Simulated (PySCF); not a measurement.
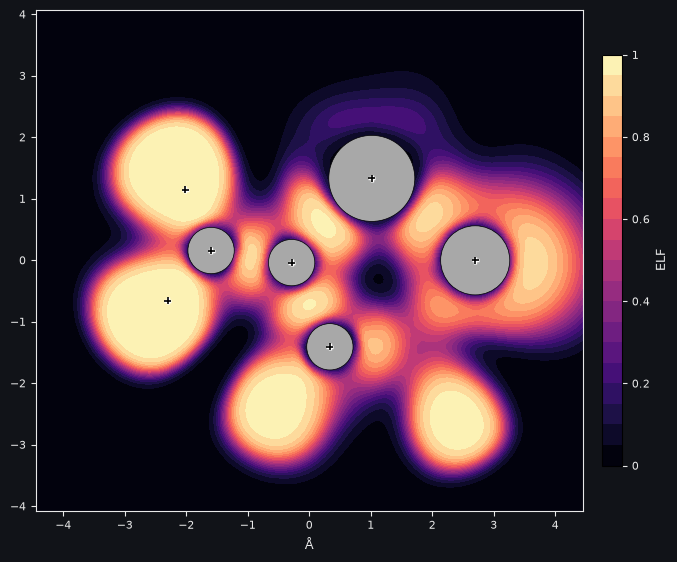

The ELF on a plane through atoms (crosses mark nuclei in the plane; grey discs cover the cores).

Method: PBE0/pcSseg-1, SCF density, gas phase, non-relativistic (PySCF).

Candidates:
A. C7H14OSi
B. C5H11NO2Si
C. C4H8OSSi

Which candidate gave the map?

Candidate C: C4H8OSSi on the plane of atoms C2, C1 and H9, which holds C, S, Si and H. C–C (1.32 Å): the ELF peaks at about 0.90 between the atoms: a short, multiple covalent bond. C–Si (1.89 Å): the ELF peaks at about 0.95 between the atoms, as expected for a covalent bond.
